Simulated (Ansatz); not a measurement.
Frozen-phonon scan for Au (fcc, Cu type)

Relaxed Au (fcc, Cu type):

```
Au
1.0
    0.00000     4.15718     4.15718
    2.07859     2.07859     4.15718
    2.07859     2.07859     0.00000
Au
2
Cartesian
  0.00000   0.00000   0.00000
  2.07859   4.15718   6.23577
```

A phonon eigenvector at X = (0.5, 0.5, 0.0) is frozen into this cell: atom i moves by Q times the vector below, so Q is the largest atomic displacement, in Å. The cell is held. (q is in reciprocal vectors of the primitive cell; the cell shown is doubled to hold the pattern.)

```csv
atom,x,y,z
Au1,0.000,0.000,-1.000
Au2,0.000,0.000,1.000
```

These are PBE (plane waves to 420 eV, PAW, scalar-relativistic; Ansatz, a first-principles code) values and carry that method's errors. k mesh 19×19×19 (Γ-centred), Fermi-Dirac smearing 0.05 eV. The energy includes the smearing's −TS. With partly filled bands, energies and forces of such displacements shift with the k mesh and the smearing. Au was relaxed with its symmetry unable to fall. Spin-orbit coupling is left out, though Au is heavy. The zero of ΔE is the undisplaced structure.

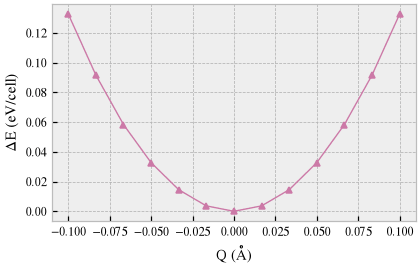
ΔE (eV/cell) against Q (Å); computed points joined by lines.

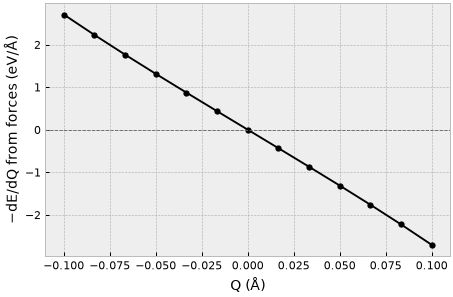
*−dE/dQ from forces (eV/Å) against Q (Å); markers are the computed points, lines only join them.*

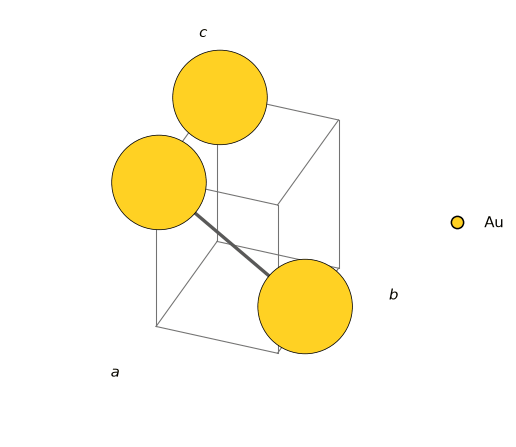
The cell of the calculation at Q = -0.100 Å.

The energy at Q = 0.100 Å comes out as 133 meV/cell. Shape of the curve: a single well with its minimum at or next to zero displacement. Harmonic wavenumber from the curvature (finite differences): 134 cm⁻¹. Space group of the distorted cell: P4/nmm (No. 129), lowered from Fm-3m. Wavenumber by perturbation theory (DFPT, on another k mesh): 134 cm⁻¹.

E″ = 26.07 eV/Å², M = Σ mᵢ|uᵢ|² = 393.9 u, ν̃ = 521.5·√(|E″|/M).

(For displaced atoms, the force is minus the slope of the energy, and its curvature is a force constant, which sets phonon frequencies.)
